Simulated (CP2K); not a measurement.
Band structure of Ti₃PO₂ (P-3m1, 6 atoms in the cell).

```xyz
6
Lattice="3.1439 0.0000 0.0000 -1.5719 2.7227 0.0000 0.0000 0.0000 7.9506" Properties=species:S:1:pos:R:3 pbc="T T T"
Ti     0.0000     1.8151     5.6192
Ti     1.5719     0.9076     2.3314
Ti     0.0000     0.0000     0.0000
P      0.0000     0.0000     3.9753
O      0.0000     1.8151     1.1311
O      1.5719     0.9076     6.8196
```

Level of theory: PBEsol, GPW, DZVP-MOLOPT-SR-GTH basis, GTH-PBE potentials (GTH_POTENTIALS) (CP2K).

Settings: CUTOFF = 600 Ry; REL_CUTOFF = 40 Ry; SMEAR/METHOD = GAUSSIAN; SIGMA = 0.272 eV; KPOINTS/SCHEME = MONKHORST-PACK 8 8 3; GAMMA_CENTERED = T; XC_FUNCTIONAL = PBE:PBESOL; Ti/BASIS_SET = DZVP-MOLOPT-SR-GTH-q12; Ti/POTENTIAL = GTH-PBE-q12; P/BASIS_SET = DZVP-MOLOPT-SR-GTH-q5; P/POTENTIAL = GTH-PBE-q5; O/BASIS_SET = DZVP-MOLOPT-SR-GTH-q6; O/POTENTIAL = GTH-PBE-q6; METHOD = GPW.

The starting cell comes from a database of computed structures (which also holds hypothetical and non-ambient phases and stackings), without a prior relaxation at this level. Its lattice was rescaled by a random factor within 2.5 % of one. Spin polarisation is off; with an odd number of electrons in the cell that forces a metal, and a magnetic state may lie lower. Values carry the incompleteness of an atom-centred basis. The potentials were made for another functional than the one used.

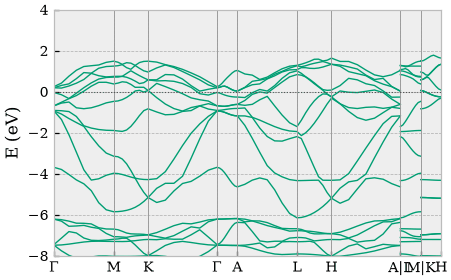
Bands along the path, energies from the Fermi level.

Levels in eV from the Fermi level, bands 23 to 28:
```tsv
point	23	24	25	26	27	28
Γ	-0.94	-0.94	-0.91	-0.69	-0.69	-0.04
M	-3.98	-3.15	-1.89	-0.47	0.38	0.71
K	-5.16	-4.29	-0.83	0.06	0.06	0.58
A	-1.18	-1.18	-0.82	-0.62	-0.62	-0.26
L	-4.34	-2.19	-1.94	-1.70	0.83	1.01
H	-5.20	-4.32	-0.32	-0.25	-0.25	0.08
```

Bands cross the Fermi level along this path, so the cell is metallic at this level.

Higher empty bands are left out: an atom-centred basis made for the valence describes them poorly.
